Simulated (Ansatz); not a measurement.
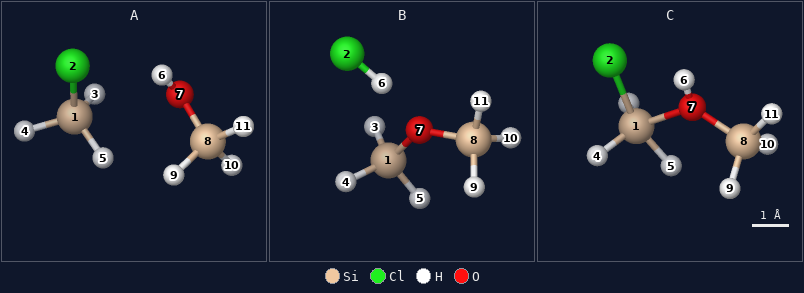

3 geometries from a converged minimum-energy path of Si2H7OCl, made up of SiH₃Cl and SiH4O, shuffled. A ball-and-stick model, seen at a tilt.

Level of theory: RKS r2SCANh/cc-pVDZ (Ansatz). Run with 9 movable images; climbing image; force threshold 0.03 eV/Å; iteration limit 60; starting path through a guess of the saddle point.

**Which frame is the top of the path?**

C. In order along the path, whose images run from 0 to 10: A (image 1, +0.5 kcal/mol), C (image 4, +18.9 kcal/mol), B (image 7, −0.2 kcal/mol). Breaking: H6–O7 (0.97 → 0.98 at the top → 1.79 Å), Si1–Cl2 (2.10 → 2.31 at the top → 4.09 Å). Forming: Cl2–H6 (2.55 → 2.21 at the top → 1.31 Å), Si1–O7 (3.14 → 1.96 at the top → 1.70 Å).

Limits of the set-up: the start holds two separate molecules, 2.6 Å apart at their closest, whose relative position is a soft coordinate and is computed without a dispersion correction.
